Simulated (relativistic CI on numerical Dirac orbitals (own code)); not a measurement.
Relativistic CI calculation, with input and output: V³⁺

- system: V³⁺.
- method: Dirac-Coulomb-Breit CI, KLI orbitals optimised for each configuration, model QED (radiative potential, 1s self-energy scaled to tabulated hydrogen-like ionisation energies), valence Slater integrals scaled by 0.9, one configuration in a parametric crystal field (relativistic CI on numerical Dirac orbitals, in-house)

**Results in brief**

- outcome: converged
- lowest level: 3d² ³F₂
- first excited level: 3d² ³F₃, 301 cm⁻¹
- levels computed: 20
- hardware: 1 CPU thread, shared host

**Input**
```
atom V  Z=23  charge=3  electrons=20
nucleus A=51  rms_radius_fm=3.6002
hamiltonian dirac-coulomb  breit=on  qed=on  c_scale=1
orbitals kli  potential=per-configuration
slater_scale 0.9
correlation none
mixing on
configurations
  [Ar] 3d2
end
crystal_field Td 10Dq=-1800
```

The program writes its results to a structured record and prints no log; tables and figures of this report are taken from that record.

**The lowest 9 levels**

```tsv
Configuration	Level	E (cm⁻¹)	LS purity (%)
3d²	³F₂	0	100
3d²	³F₃	301	100
3d²	³F₄	683	100
3d²	¹D₂	12,520	99
3d²	³P₀	14,820	100
3d²	³P₁	14,920	100
3d²	³P₂	15,120	99
3d²	¹G₄	19,330	100
3d²	¹S₀	47,300	100
```

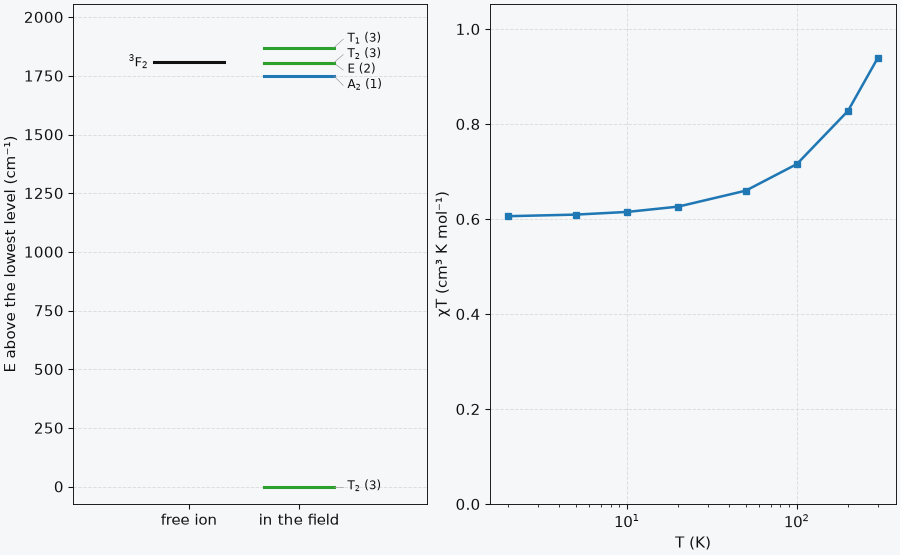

Crystal-field levels of V³⁺ (vanadium, Z = 23) (3d²) in a cubic field. Labels give the double-group representation and, in brackets, the degeneracy; the lowest 5 of 20 levels are drawn. One open-shell configuration in a parametric field without covalency; powder susceptibility by Van Vleck's formula. Tetrahedral, |10Dq| = 1,800 cm⁻¹. The free ion's lowest level is ³F₂. The ground level is T₂, a triplet, with total spin S = 1.00 (from expectation values). The next level lies at 1,750 cm⁻¹ (A₂). The field lowers the ground state by 1,810 cm⁻¹ against the free ion. χT is 0.607 cm³ K mol⁻¹ at 2 K, 0.660 at 50 K and 0.940 at 300 K, an effective moment of 2.74 μB at room temperature.
